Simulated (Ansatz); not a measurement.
# CH6AlNOSi: what the fields show

Input

```
crystal:
  periodic: [false, false, false]
  atoms:
    - {symbol: Si, position_ang: [-0.861840, -0.936288, 0.903014]}
    - {symbol: O, position_ang: [0.543520, -0.245124, 1.328608]}
    - {symbol: C, position_ang: [0.653315, 0.857371, 0.364868]}
    - {symbol: N, position_ang: [1.479108, 0.539726, -0.766947]}
    - {symbol: Al, position_ang: [-0.153380, 0.563567, -1.390751]}
    - {symbol: H, position_ang: [-0.942493, -2.330310, 1.406998]}
    - {symbol: H, position_ang: [-0.908848, -1.095417, -0.642375]}
    - {symbol: H, position_ang: [-2.086032, -0.169228, 1.232847]}
    - {symbol: H, position_ang: [0.894445, 1.755687, 0.931727]}
    - {symbol: H, position_ang: [2.447389, 0.286833, -0.645948]}
    - {symbol: H, position_ang: [-0.999682, 0.716180, -2.701442]}
basis:
  gaussian: {orbitals: def2-TZVPP}
hamiltonian: {xc: pbe0, dispersion: d4}
output: {orbitals: {seedname: orbitals}}
```

Command:

```sh
ansatz run in.yaml --threads 4 --pin off --events-out ev --progress --plain --max-ram 10444MiB
```

Geometry: PBE0-D4/def2-TZVP.

All numbers below come from RKS PBE0-D4/def2-TZVPP in Ansatz 0.2.0.

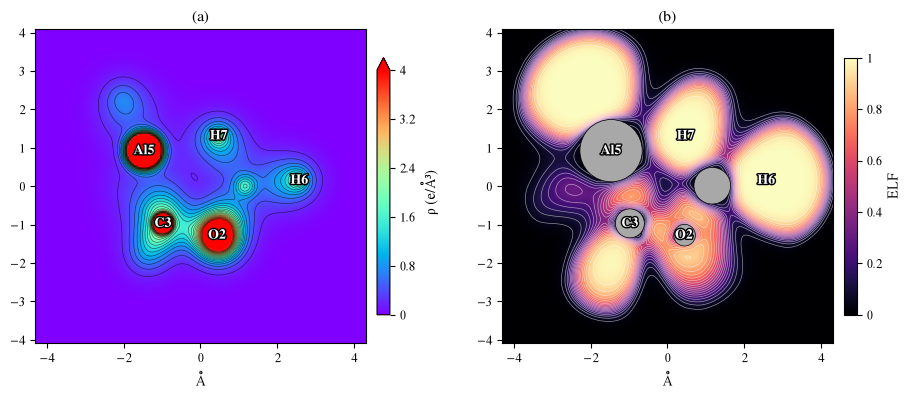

Figure 1. (a) electron density; (b) ELF on the plane of atoms C3, Al5 and H7. Grey discs cover the atomic cores in the ELF map.

Q: What do the fields say about this system?

A: The plane passes through O, C, Al and H nuclei.
Al5···H7 (1.97 Å): the density falls to about 0.21 e/Å³ on the way; the ELF climbs to about 1 towards the hydrogen.
C–O (1.47 Å): ρ at the midpoint is about 1.8 e/Å³, with its minimum of 1.5 e/Å³ about 0.6 Å from C; the ELF peaks at about 0.85 between the atoms: a shared but strongly polarised pair.
C–Al (1.95 Å): the density is about 0.63 e/Å³ at the midpoint; the ELF peaks at about 0.80 in the valence shell of C, 0.7 Å from its nucleus, and is about 0.55 at the midpoint.
The ELF also peaks beside O2, away from the bonds: lone-pair regions.

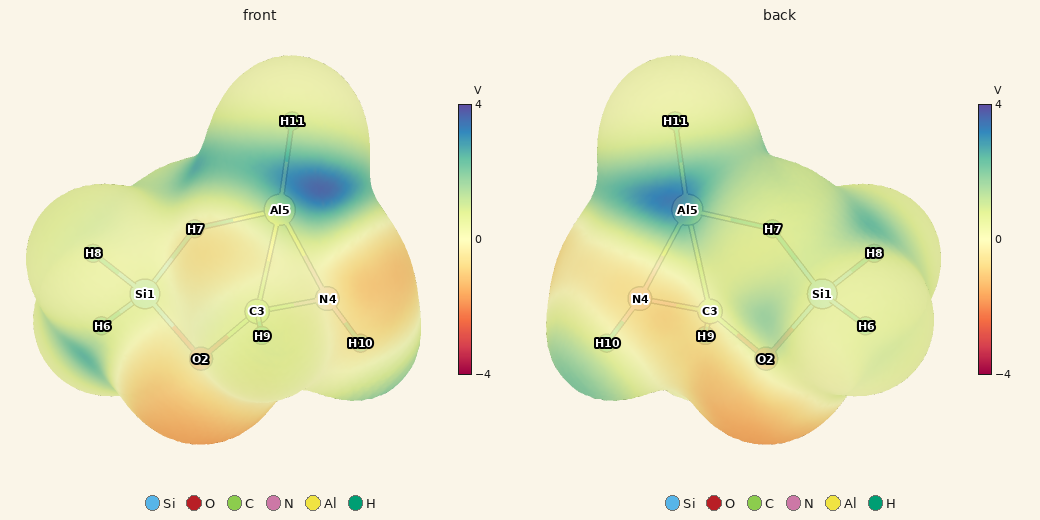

Figure 2. The electrostatic potential painted on the density surface at 0.004 e/bohr³, seen from the front and from behind; the colour scale runs from red (negative) to blue (positive).

Q: Which sites attract a positive test charge, and which a negative one?

A: A positive charge is drawn to the negative regions and a negative charge to the positive ones. The most negative region (about −1.6 V) lies over O2, the most positive (about +3.4 V) over Al5. O2 is the likeliest acceptor of a hydrogen bond.

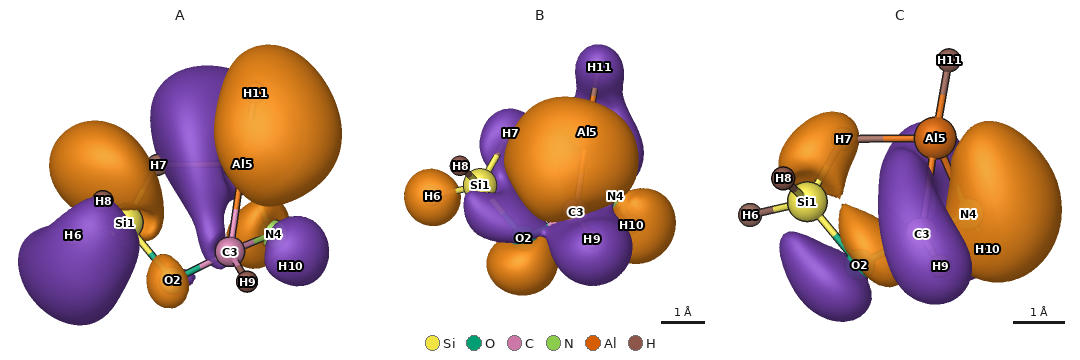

Figure 3. Three frontier orbitals at ±0.06 Å⁻³ᐟ² (orange and purple are the two phases), in no order.

Q: Which picture is the HOMO−1, the HOMO and the LUMO?

A: C is the HOMO−1 (−7.16 eV). By Hirshfeld shares it lies mainly on N4 (about 60 %), Al5 (about 10 %), C3 (about 10 %) and O2 (about 10 %). B is the HOMO (−6.53 eV). By Hirshfeld shares it lies mainly on C3 (about 35 %), Al5 (about 20 %), N4 (about 15 %) and O2 (about 10 %). A is the LUMO (−0.56 eV). It lies mainly on Al5 (about 40 %), Si1 (about 25 %), H7 (about 10 %), H11 (about 5 %) and N4 (about 5 %).

Q: What is the HOMO–LUMO gap?

A: 5.97 eV between the orbital energies.
